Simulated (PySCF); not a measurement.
# [Gd(NH3)3]3+: how settings move a single point

Which settings matter for [Gd(NH3)3]3+? Each run alters one on purpose. The structure is generated, not taken from experiment.

Method: PBE, Gd lcecp-1-SVP with ECP53, N def2-SVP, H def2-SVP; scalar-relativistic core potentials, no spin–orbit coupling; program: PySCF 2.14.0.

1 further run of the same task is left out (for a known fault of the program).

### 1 The starting structure

13 atoms, charge 3, spin multiplicity 1.

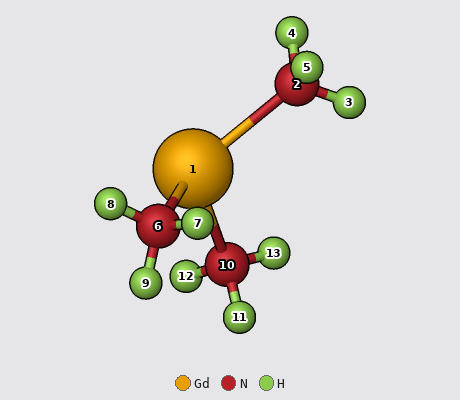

The geometry (gadolinium amber, nitrogen red, hydrogen green); atoms are numbered from 1 in the order of the file.

Coordinates:

```
atom     x (Å)     y (Å)     z (Å)
 Gd1   0.00000   0.00000  -0.77726
  N2   2.30135  -0.00074   0.01407
  H3   2.52178  -0.64278   0.81034
  H4   3.01034  -0.27884  -0.70520
  H5   2.66934   0.91842   0.35138
  N6  -1.15003   1.99340   0.01407
  H7  -0.70423   2.50531   0.81034
  H8  -1.26369   2.74645  -0.70520
  H9  -2.13005   1.85251   0.35138
 N10  -1.15132  -1.99265   0.01407
 H11  -1.81755  -1.86253   0.81034
 H12  -1.74665  -2.46761  -0.70520
 H13  -0.53929  -2.77093   0.35138
```

Formal oxidation states: Gd +3. Each metal's 7 4f electrons lie in its core potential, so multiplicities, spins and levels count the valence alone. An earlier session relaxed this geometry at PBE, Gd lcecp-1-SVP with ECP53, N def2-SVP, H def2-SVP (singlet, point group C3).

The sound run used a (50, 194) grid (finer on f atoms), a threshold of 1e-8 and at most 55 cycles, and ended at -204.227864 Eh.

### 2 Try 1

run.py (the lines that set the calculation)

```python
mol = gto.M(atom='''
Gd     0.00000     0.00000    -0.77726
N      2.30135    -0.00074     0.01407
H      2.52178    -0.64278     0.81034
H      3.01034    -0.27884    -0.70520
H      2.66934     0.91842     0.35138
N     -1.15003     1.99340     0.01407
H     -0.70423     2.50531     0.81034
H     -1.26369     2.74645    -0.70520
H     -2.13005     1.85251     0.35138
N     -1.15132    -1.99265     0.01407
H     -1.81755    -1.86253     0.81034
H     -1.74665    -2.46761    -0.70520
H     -0.53929    -2.77093     0.35138''',
    basis={'Gd': 'lcecp-1-SVP', 'N': 'def2-SVP', 'H': 'def2-SVP'},
    ecp={'Gd': 'lcecp-1-SVP'},
    charge=3, spin=0)
mf = dft.RKS(mol, xc='PBE')
mf.grids.atom_grid = (99, 590)  # f atoms: unpruned, at least (60, 302)
mf = mf.density_fit()  # fitting sets: Gd AutoAux, N def2-universal-JKFIT, H def2-universal-JKFIT
mf.conv_tol = 1e-08; mf.max_cycle = 55
mf.kernel(dm0)  # dm0: free metal ions and neutral atoms
```

On the command line:

```sh
$ OMP_NUM_THREADS=2 python run.py
```

The log of the run:

```text
init E= -197.265797493985
  HOMO = -1.1697862268365  LUMO = -0.712061448205821  gap/eV = 12.45533
cycle= 1 E= -202.567165209772  delta_E= -5.3  |g|=  2.8  |ddm|= 3.37
  HOMO = -0.6375320164779  LUMO = -0.620977129485071  gap/eV = 0.45048
cycle= 2 E= -195.11113882888  delta_E= 7.46  |g|= 4.76  |ddm|= 5.78
  HOMO = -0.84971140234792  LUMO = -0.513297243529744  gap/eV = 9.15430
cycle= 3 E= -204.035274785358  delta_E= -8.92  |g|= 0.708  |ddm|= 5.25
  HOMO = -0.869302722015604  LUMO = -0.668980189220427  gap/eV = 5.45105
cycle= 4 E= -204.213914477422  delta_E= -0.179  |g|= 0.212  |ddm|= 1.65
  HOMO = -0.838936543973757  LUMO = -0.63123425026772  gap/eV = 5.65187
cycle= 5 E= -204.227533563313  delta_E= -0.0136  |g|= 0.0342  |ddm|= 0.332
  HOMO = -0.842476949066509  LUMO = -0.634930203606555  gap/eV = 5.64763
cycle= 6 E= -204.227859174279  delta_E= -0.000326  |g|= 0.0057  |ddm|= 0.0393
  HOMO = -0.842883674003319  LUMO = -0.63557112937568  gap/eV = 5.64126
cycle= 7 E= -204.227867276736  delta_E= -8.1e-06  |g|= 0.000804  |ddm|= 0.00668
  HOMO = -0.842881238855015  LUMO = -0.635516887945301  gap/eV = 5.64267
cycle= 8 E= -204.227867459401  delta_E= -1.83e-07  |g|= 0.000145  |ddm|= 0.000835
  HOMO = -0.842882816826374  LUMO = -0.635505708368278  gap/eV = 5.64302
cycle= 9 E= -204.227867465174  delta_E= -5.77e-09  |g|= 2.99e-05  |ddm|= 0.000189
  HOMO = -0.842882053136777  LUMO = -0.635499449486453  gap/eV = 5.64317
Extra cycle  E= -204.227867465105  delta_E= 6.93e-11  |g|= 3.45e-05  |ddm|= 7.07e-05
converged SCF energy = -204.227867465105
```

Wall time 19 s (2 threads of Arm Neoverse V2, shared host).

Changed: the integration grid, to (99, 590). It converges in 9 cycles, at the sound run's energy within 0.001 eV, with a largest force component of 0.02 eV/Å. The result survives the change.

### 3 Try 2

run.py (the lines that set the calculation), as its differences from that of step 2:

```diff
@@ -18,5 +18,5 @@
 mf = dft.RKS(mol, xc='PBE')
-mf.grids.atom_grid = (99, 590)  # f atoms: unpruned, at least (60, 302)
+mf.grids.atom_grid = (50, 194)  # f atoms: unpruned, at least (60, 302)
 mf = mf.density_fit()  # fitting sets: Gd AutoAux, N def2-universal-JKFIT, H def2-universal-JKFIT
 mf.conv_tol = 1e-08; mf.max_cycle = 55
-mf.kernel(dm0)  # dm0: free metal ions and neutral atoms
+mf.kernel(dm0)  # dm0: smeared density
```

On the command line:

```sh
$ OMP_NUM_THREADS=2 python run.py
```

The log of the run:

```text
init E= -204.191390185258
  HOMO = -0.845111510405031  LUMO = -0.628401852004091  gap/eV = 5.89697
cycle= 1 E= -204.226940737147  delta_E= -0.0356  |g|= 0.0525  |ddm|= 0.103
  HOMO = -0.838241715852514  LUMO = -0.642767011186853  gap/eV = 5.31914
cycle= 2 E= -204.22494447699  delta_E= 0.002  |g|= 0.106  |ddm|= 0.192
  HOMO = -0.843567538802315  LUMO = -0.637458812270751  gap/eV = 5.60850
cycle= 3 E= -204.22784282451  delta_E= -0.0029  |g|= 0.00728  |ddm|= 0.103
  HOMO = -0.842744647601884  LUMO = -0.63542919490351  gap/eV = 5.64134
cycle= 4 E= -204.227863953221  delta_E= -2.11e-05  |g|= 0.00103  |ddm|= 0.0145
  HOMO = -0.842874924949143  LUMO = -0.635502158143744  gap/eV = 5.64290
cycle= 5 E= -204.227864194609  delta_E= -2.41e-07  |g|= 0.000135  |ddm|= 0.000971
  HOMO = -0.842879203384137  LUMO = -0.635499271517522  gap/eV = 5.64310
cycle= 6 E= -204.227864198783  delta_E= -4.17e-09  |g|= 1.93e-05  |ddm|= 0.000125
  HOMO = -0.842881171815752  LUMO = -0.635500008855077  gap/eV = 5.64313
Extra cycle  E= -204.22786419877  delta_E= 1.38e-11  |g|= 2.15e-05  |ddm|= 4.16e-05
converged SCF energy = -204.22786419877
```

Wall time 5.8 s (2 threads of Arm Neoverse V2, shared host).

Changed: the starting guess (smeared density). It converges in 6 cycles, at the sound run's energy within 0.001 eV, with a largest force component of 0.02 eV/Å. The result survives the change.

### 4 Try 3

run.py (the lines that set the calculation), as its differences from that of step 3:

```diff
@@ -20,3 +20,3 @@
 mf = mf.density_fit()  # fitting sets: Gd AutoAux, N def2-universal-JKFIT, H def2-universal-JKFIT
-mf.conv_tol = 1e-08; mf.max_cycle = 55
-mf.kernel(dm0)  # dm0: smeared density
+mf.conv_tol = 1e-08; mf.max_cycle = 83
+mf.kernel(dm0)  # dm0: core Hamiltonian
```

On the command line:

```sh
$ OMP_NUM_THREADS=2 python run.py
```

The log of the run:

```text
init E= -180.286260566408
  HOMO = -0.3969971844443  LUMO = -0.383422347859581  gap/eV = 0.36939
cycle= 1 E= -181.749239016727  delta_E= -1.46  |g|= 5.81  |ddm|= 14.7
  HOMO = -1.52063815844156  LUMO = -1.47052069473986  gap/eV = 1.36377
cycle= 2 E= -170.48497286935  delta_E= 11.3  |g|= 7.95  |ddm|= 13.3
  HOMO = -1.47866812108065  LUMO = -1.14067020569775  gap/eV = 9.19739
cycle= 3 E= -202.216464603463  delta_E= -31.7  |g|= 2.94  |ddm|= 9.22
  HOMO = -0.975040572033377  LUMO = -0.587900134119369  gap/eV = 10.53463
cycle= 4 E= -203.629924631889  delta_E= -1.41  |g|= 1.45  |ddm|= 2.63
  HOMO = -0.941269029781318  LUMO = -0.618691692709374  gap/eV = 8.77778
cycle= 5 E= -204.019169432415  delta_E= -0.389  |g|= 0.938  |ddm|= 1.25
  HOMO = -0.856402505508409  LUMO = -0.669963199551077  gap/eV = 5.07327
cycle= 6 E= -204.218031080882  delta_E= -0.199  |g|= 0.167  |ddm|= 1.03
  HOMO = -0.845641810108609  LUMO = -0.633296455140526  gap/eV = 5.77821
cycle= 7 E= -204.227068987297  delta_E= -0.00904  |g|= 0.0565  |ddm|= 0.325
  HOMO = -0.843485814365041  LUMO = -0.634708223107717  gap/eV = 5.68113
cycle= 8 E= -204.227803971661  delta_E= -0.000735  |g|= 0.0147  |ddm|= 0.0491
  HOMO = -0.842797590105853  LUMO = -0.63572609688147  gap/eV = 5.63470
cycle= 9 E= -204.227862189799  delta_E= -5.82e-05  |g|= 0.00284  |ddm|= 0.0199
  HOMO = -0.842795087453406  LUMO = -0.635539015842531  gap/eV = 5.63972
cycle= 10 E= -204.227863549801  delta_E= -1.36e-06  |g|= 0.00169  |ddm|= 0.00358
  HOMO = -0.842874644360922  LUMO = -0.63546380244218  gap/eV = 5.64394
cycle= 11 E= -204.227864182069  delta_E= -6.32e-07  |g|= 0.000215  |ddm|= 0.00148
  HOMO = -0.842881482871432  LUMO = -0.635501562798389  gap/eV = 5.64310
cycle= 12 E= -204.227864198768  delta_E= -1.67e-08  |g|= 2.24e-05  |ddm|= 0.000342
  HOMO = -0.84288012782417  LUMO = -0.63550002747619  gap/eV = 5.64310
cycle= 13 E= -204.227864198885  delta_E= -1.17e-10  |g|= 1.13e-06  |ddm|= 2.16e-05
  HOMO = -0.842880113608193  LUMO = -0.635499839884993  gap/eV = 5.64310
Extra cycle  E= -204.227864198884  delta_E= 1.08e-12  |g|= 1.54e-06  |ddm|= 2.48e-06
converged SCF energy = -204.227864198884
```

It took 8.3 s on 2 threads of Arm Neoverse V2, shared host.

Changed: the starting guess (bare core Hamiltonian); the cycle limit is 83. It converges in 13 cycles, at the sound run's energy within 0.001 eV, with a largest force component of 0.02 eV/Å. The result survives the change.

### 5 Try 4

run.py (the lines that set the calculation)

```python
mol = gto.M(atom='''
Gd     0.00000     0.00000    -0.81612
N      2.41641    -0.00078     0.01477
H      2.64786    -0.67492     0.85086
H      3.16085    -0.29278    -0.74046
H      2.80281     0.96434     0.36895
N     -1.20753     2.09307     0.01477
H     -0.73944     2.63058     0.85086
H     -1.32687     2.88377    -0.74046
H     -2.23655     1.94513     0.36895
N     -1.20888    -2.09229     0.01477
H     -1.90843    -1.95566     0.85086
H     -1.83398    -2.59099    -0.74046
H     -0.56626    -2.90948     0.36895''',
    basis={'Gd': 'lcecp-1-SVP', 'N': 'def2-SVP', 'H': 'def2-SVP'},
    ecp={'Gd': 'lcecp-1-SVP'},
    charge=3, spin=0)
mf = dft.RKS(mol, xc='PBE')
mf.grids.atom_grid = (50, 194)  # f atoms: unpruned, at least (60, 302)
mf = mf.density_fit()  # fitting sets: Gd AutoAux, N def2-universal-JKFIT, H def2-universal-JKFIT
mf.conv_tol = 1e-08; mf.max_cycle = 55
mf.kernel(dm0)  # dm0: free metal ions and neutral atoms
```

On the command line:

```sh
$ OMP_NUM_THREADS=2 python run.py
```

The log of the run:

```text
init E= -197.097149169478
  HOMO = -1.12930523045131  LUMO = -0.692691786589301  gap/eV = 11.88086
cycle= 1 E= -202.458147365166  delta_E= -5.36  |g|= 2.83  |ddm|= 3.25
  HOMO = -0.632817604539165  LUMO = -0.613849452171059  gap/eV = 0.51615
cycle= 2 E= -192.849895469459  delta_E= 9.61  |g|= 5.12  |ddm|= 6.05
  HOMO = -0.804658012209224  LUMO = -0.501169696291099  gap/eV = 8.25834
cycle= 3 E= -203.978396932257  delta_E= -11.1  |g|= 0.751  |ddm|= 5.54
  HOMO = -0.843251824720498  LUMO = -0.678987521937656  gap/eV = 4.46986
cycle= 4 E= -204.184756004447  delta_E= -0.206  |g|= 0.239  |ddm|= 1.92
  HOMO = -0.8140952460414  LUMO = -0.629727563308154  gap/eV = 5.01690
cycle= 5 E= -204.205830968131  delta_E= -0.0211  |g|= 0.0374  |ddm|= 0.432
  HOMO = -0.81862164842234  LUMO = -0.635447911009618  gap/eV = 4.98441
cycle= 6 E= -204.206273948451  delta_E= -0.000443  |g|= 0.0078  |ddm|= 0.0517
  HOMO = -0.81894105850247  LUMO = -0.63575603274444  gap/eV = 4.98472
cycle= 7 E= -204.206288647187  delta_E= -1.47e-05  |g|= 0.00155  |ddm|= 0.00744
  HOMO = -0.818994291227715  LUMO = -0.635681113009781  gap/eV = 4.98821
cycle= 8 E= -204.206289356807  delta_E= -7.1e-07  |g|= 0.000268  |ddm|= 0.0017
  HOMO = -0.818983301427925  LUMO = -0.635631183284094  gap/eV = 4.98927
cycle= 9 E= -204.20628937758  delta_E= -2.08e-08  |g|= 8.04e-05  |ddm|= 0.000456
  HOMO = -0.818984661024808  LUMO = -0.635636550527523  gap/eV = 4.98916
cycle= 10 E= -204.206289379101  delta_E= -1.52e-09  |g|= 3.81e-05  |ddm|= 9.69e-05
  HOMO = -0.818985248709242  LUMO = -0.635639055473345  gap/eV = 4.98910
Extra cycle  E= -204.206289377924  delta_E= 1.18e-09  |g|= 8.11e-05  |ddm|= 9.31e-05
converged SCF energy = -204.206289377924
```

Run time: 6.9 s. Hardware: 2 threads of Arm Neoverse V2, shared host.

Changed: the scale of all coordinates (1.05). It converges in 10 cycles, +0.587 eV from the sound run, with a largest force component of 1.62 eV/Å. The setting is unsound, so these numbers aren't the compound's.

### 6 Try 5

run.py (the lines that set the calculation)

```python
mol = gto.M(atom='''
Gd     0.00000     0.00000    -0.77726
N      2.30135    -0.00074     0.01407
H      2.52178    -0.64278     0.81034
H      3.01034    -0.27884    -0.70520
H      2.66934     0.91842     0.35138
N     -1.15003     1.99340     0.01407
H     -0.70423     2.50531     0.81034
H     -1.26369     2.74645    -0.70520
H     -2.13005     1.85251     0.35138
N     -1.15132    -1.99265     0.01407
H     -1.81755    -1.86253     0.81034
H     -1.74665    -2.46761    -0.70520
H     -0.53929    -2.77093     0.35138''',
    basis={'Gd': 'lcecp-1-SVP', 'N': 'def2-SVP', 'H': 'def2-SVP'},
    ecp={'Gd': 'lcecp-1-SVP'},
    charge=3, spin=0)
mf = dft.RKS(mol, xc='PBE')
mf.grids.atom_grid = (50, 194)  # f atoms: unpruned, at least (60, 302)
mf = mf.density_fit()  # fitting sets: Gd AutoAux, N def2-universal-JKFIT, H def2-universal-JKFIT
mf.conv_tol = 1e-05; mf.max_cycle = 55
mf.kernel(dm0)  # dm0: free metal ions and neutral atoms
```

On the command line:

```sh
$ OMP_NUM_THREADS=2 python run.py
```

The log of the run:

```text
init E= -197.265801862226
  HOMO = -1.16978534781835  LUMO = -0.712063531038152  gap/eV = 12.45525
cycle= 1 E= -202.567136807833  delta_E= -5.3  |g|=  2.8  |ddm|= 3.37
  HOMO = -0.637533476418619  LUMO = -0.620977932549154  gap/eV = 0.45050
cycle= 2 E= -195.110936858165  delta_E= 7.46  |g|= 4.76  |ddm|= 5.78
  HOMO = -0.849706848959073  LUMO = -0.513298372798854  gap/eV = 9.15414
cycle= 3 E= -204.035269604432  delta_E= -8.92  |g|= 0.708  |ddm|= 5.25
  HOMO = -0.869301241662493  LUMO = -0.668986100112499  gap/eV = 5.45085
cycle= 4 E= -204.213910391391  delta_E= -0.179  |g|= 0.212  |ddm|= 1.65
  HOMO = -0.838935128320912  LUMO = -0.631231878169972  gap/eV = 5.65189
cycle= 5 E= -204.227530291829  delta_E= -0.0136  |g|= 0.0342  |ddm|= 0.332
  HOMO = -0.842473540990453  LUMO = -0.634927990932239  gap/eV = 5.64760
cycle= 6 E= -204.227855907284  delta_E= -0.000326  |g|= 0.0057  |ddm|= 0.0393
  HOMO = -0.842881884038132  LUMO = -0.63556899034309  gap/eV = 5.64127
cycle= 7 E= -204.227864009883  delta_E= -8.1e-06  |g|= 0.000805  |ddm|= 0.00668
  HOMO = -0.842912889231029  LUMO = -0.635427582644957  gap/eV = 5.64596
Extra cycle  E= -204.22786391362  delta_E= 9.63e-08  |g|= 0.00104  |ddm|= 0.0019
converged SCF energy = -204.22786391362
```

Wall time 6 s (2 threads of Arm Neoverse V2, shared host).

Changed: the SCF threshold (1e-05). It converges in 7 cycles, at the sound run's energy within 0.001 eV, with a largest force component of 0.01 eV/Å. The result survives the change.

### 7 Try 6

run.py (the lines that set the calculation), as its differences from that of step 6:

```diff
@@ -16,3 +16,3 @@
     ecp={'Gd': 'lcecp-1-SVP'},
-    charge=3, spin=0)
+    charge=8, spin=0)
 mf = dft.RKS(mol, xc='PBE')
@@ -20,3 +20,3 @@
 mf = mf.density_fit()  # fitting sets: Gd AutoAux, N def2-universal-JKFIT, H def2-universal-JKFIT
-mf.conv_tol = 1e-05; mf.max_cycle = 55
+mf.conv_tol = 1e-08; mf.max_cycle = 73
 mf.kernel(dm0)  # dm0: free metal ions and neutral atoms
```

On the command line:

```sh
$ OMP_NUM_THREADS=2 python run.py
```

The log of the run:

```text
RuntimeError: Electron number 33 and spin 0 are not consistent
Note mol.spin = 2S = Nalpha - Nbeta, not 2S+1
```

Hardware: 2 threads of Arm Neoverse V2, shared host.

Changed: the charge (by +5); the cycle limit is 73. The program refuses it: the number of electrons and the spin don't fit.

### 8 Side by side

| run | changed | ending | energy change (eV) | cycles | time | usable |
| --- | --- | --- | --- | --- | --- | --- |
| 1 | the integration grid | converged | 0.000 | 9 | 19 s | yes |
| 2 | the starting guess | converged | 0.000 | 6 | 5.8 s | yes |
| 3 | the starting guess | converged | 0.000 | 13 | 8.3 s | yes |
| 4 | the scale of all coordinates | converged | +0.587 | 10 | 6.9 s | no |
| 5 | the SCF threshold | converged | 0.000 | 7 | 6 s | yes |
| 6 | the charge | refused | – | – | 0 s | no |

4 of 6 altered runs give a usable result. 1 ended normally with numbers unfit to quote.
